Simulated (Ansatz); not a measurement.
Cl2H4N2Ti (SMILES [NH2][Ti]([NH2])([Cl])[Cl])

```yaml
atoms:
  - { symbol: Cl, position_ang: [-0.2004, -1.9275, -1.6226] }
  - { symbol: Cl, position_ang: [2.1731, 0.8676, -1.1868] }
  - { symbol: N, position_ang: [-1.0866, 1.1144, -0.6579] }
  - { symbol: N, position_ang: [0.4221, -0.4693, 1.2776] }
  - { symbol: Ti, position_ang: [0.2957, -0.0819, -0.5169] }
  - { symbol: H, position_ang: [-2.0452, 0.8543, -0.8816] }
  - { symbol: H, position_ang: [-0.9644, 2.1248, -0.6866] }
  - { symbol: H, position_ang: [-0.1528, -0.0963, 2.0268] }
  - { symbol: H, position_ang: [1.1182, -1.1185, 1.6410] }
```

Geometry: PBE0-D4/def2-SVP.

Level of theory: isolated molecule in a Gaussian basis; Kohn-Sham density functional theory, functional PBE0 in Ansatz 0.2.0.

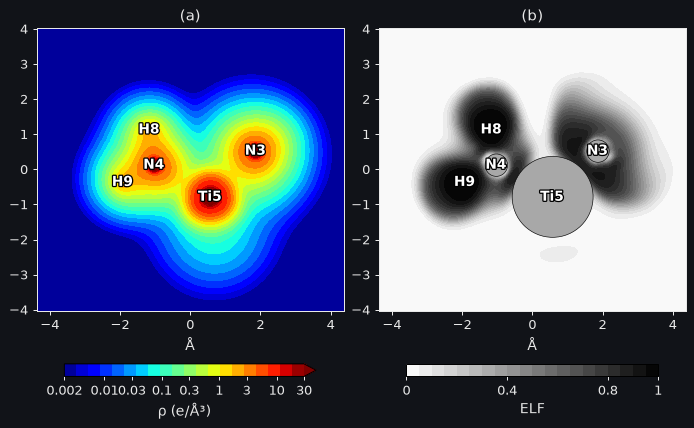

Figure 1. (a) total electron density; (b) ELF on the plane of atoms H8, N4 and H9. Grey discs cover the atomic cores in the ELF map.

**Describe what can be read from this map.**

Atoms in the plane: N, Ti and H.
Ti–N (1.83 Å): ρ is about 1.1 e/Å³ halfway; the ELF peaks at about 0.85 in the valence shell of N, 0.6 Å from its nucleus, and is about 0.35 at the midpoint.
N–H (1.02 Å): ρ at the midpoint is about 2.8 e/Å³; the ELF climbs to about 1 towards the hydrogen, as it does in any bond to H; an ordinary covalent bond to hydrogen.

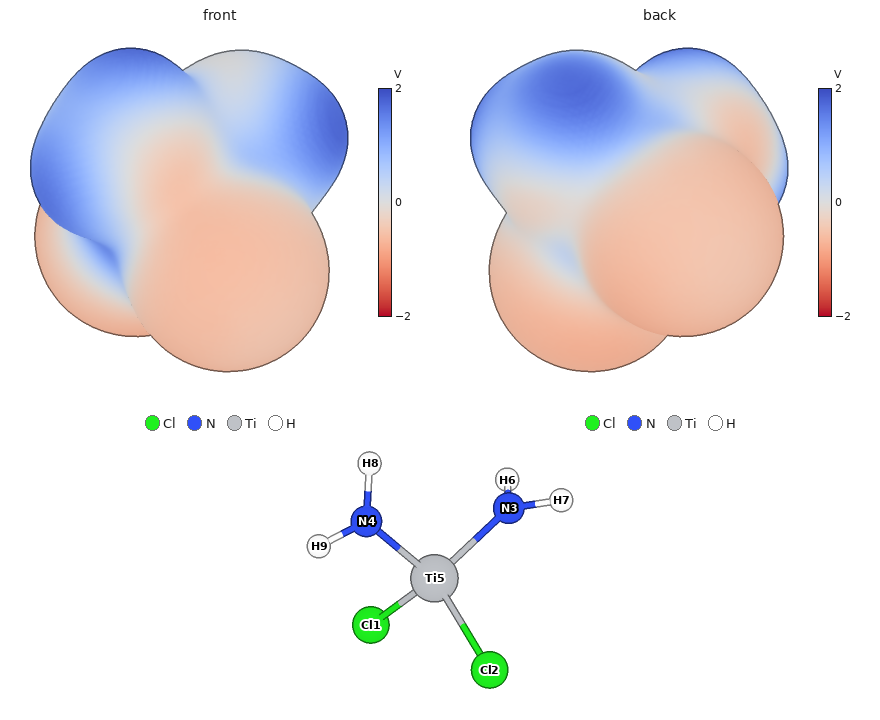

Figure 2. The molecular electrostatic potential painted on the density surface at 0.001 e/bohr³, seen from the front and from behind; red is negative and blue positive. The bare structure is drawn below in the same view.

**Describe the electrostatic potential map.**

The most negative region (about −0.7 V) lies over Cl1 and Cl2, the most positive (about +1.7 V) over H6, H7 and H8.

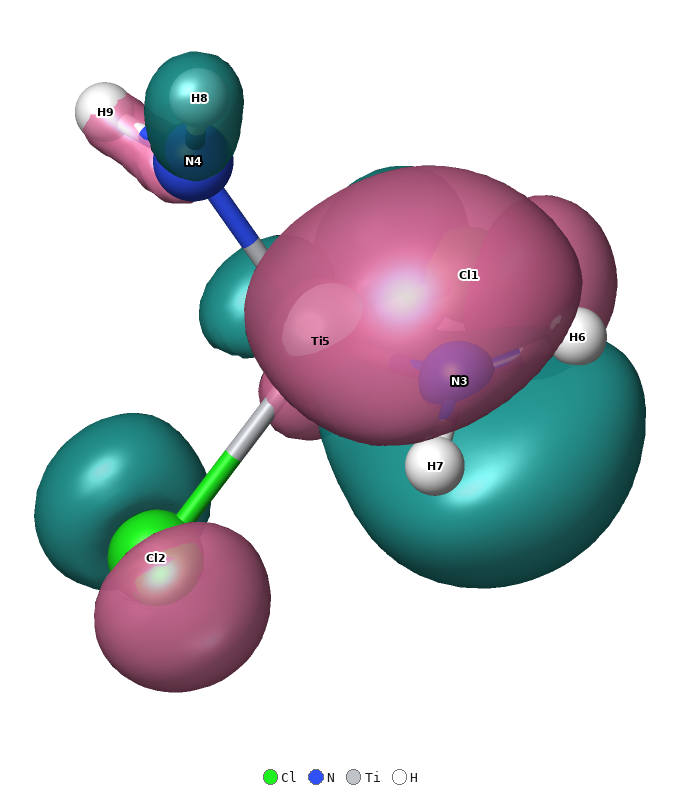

Figure 3. The HOMO−1 at ±0.08 Å⁻³ᐟ² (teal and pink are the two phases), seen at an oblique angle.

**What is the character of this orbital?**

By Hirshfeld shares it lies mainly on N3 (about 60 %), Ti5 (about 15 %), Cl2 (about 5 %) and Cl1 (about 5 %). Its energy is −8.45 eV.
